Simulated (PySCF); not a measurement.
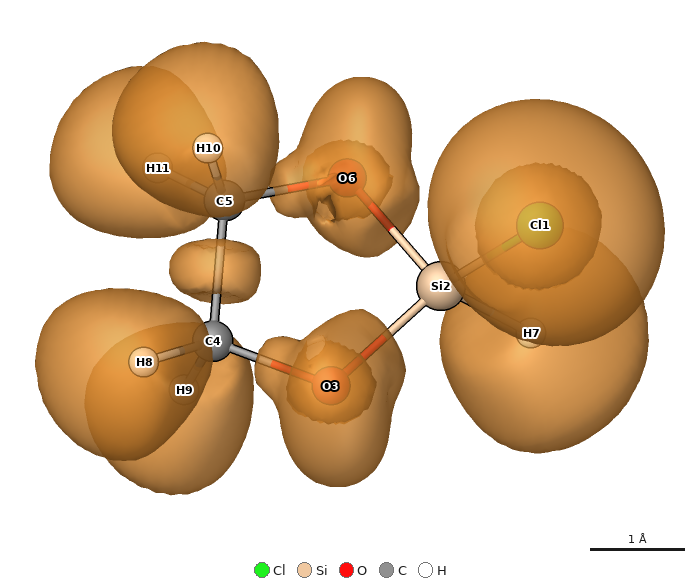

Figure 1: C2H5ClO2Si. Isosurface of the electron localisation function at 0.75 (orange), seen across its widest extent. Core shells and regions of very low density are left out.

Geometry: PBE0-D3(BJ)/def2-SVP.

Level of theory: PBE0/pcSseg-1, SCF density, gas phase, non-relativistic in PySCF 2.14.0.

```xyz
11

Cl    5.5845    0.3008    2.4618
Si    3.9089   -0.1724    1.3773
O     2.5704   -0.1947    2.3648
C     1.6038    0.7254    1.8848
C     2.3312    1.7382    0.9869
O     3.4105    1.0542    0.3701
H     4.1892   -1.4204    0.6442
H     1.1133    1.2204    2.7372
H     0.8312    0.1792    1.3145
H     2.7187    2.5849    1.5821
H     1.6661    2.1437    0.2094
```

Describe the localisation domains.

Answer. The surface consists of one region between bonded C–C atoms (shared pairs), five regions around hydrogen nuclei, one region on Cl in which the atom's valence shell and bonds are merged and two regions on O in which the atom's valence shell and bonds are merged. Profiles from the grid: C–O (1.42 Å): the ELF peaks at about 0.85 between the atoms; a polar covalent bond. C–C (1.54 Å): the ELF peaks at about 0.95 between the atoms, as expected for a covalent bond.
